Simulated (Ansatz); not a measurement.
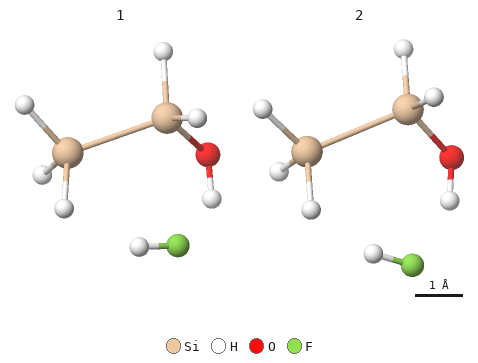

Two geometries of Si2H7OF, drawn at one scale. One is the start of a relaxation, the other its converged end. The picture is a ball-and-stick view, seen at a tilt.

Method: RKS PBE0-D4/def2-SVP in Ansatz. Set-up: no spin polarisation; force threshold 0.03 eV/Å; at most 50 steps.

Which one is relaxed?

Structure 2 is the relaxed one. The run prepares an end point of a later path (reaction) calculation, from a guessed geometry. The atom that moves furthest after the best rigid fit is the F atom (0.48 Å). By element the largest moves are F 0.48 Å, H 0.45 Å, O 0.27 Å, Si 0.19 Å. Near-neighbour distances that change, for instance: Si–Si 2.261 → 2.357 Å, O–Si 1.665 → 1.659 Å, F–H 0.927 → 0.933 Å, H–O 0.964 → 0.968 Å. Bond angles that change, for instance: Si–Si–O 113.4° → 110.1°, Si–Si–H 106.7° → 109.3°, H–Si–O 105.3° → 107.7°. The energy falls by 3.14 kcal/mol in 10 accepted moves (11 points after the start). Largest force component: 1.3 eV/Å at the start, 0.012 eV/Å at the end. The line search rejected the trial step at point 7 of the run. The forces were under the threshold at step 8, but the run went on from there. Cost: 27 s on 2 threads of Arm Neoverse V2, on a shared host, peak memory 0.2 GiB.
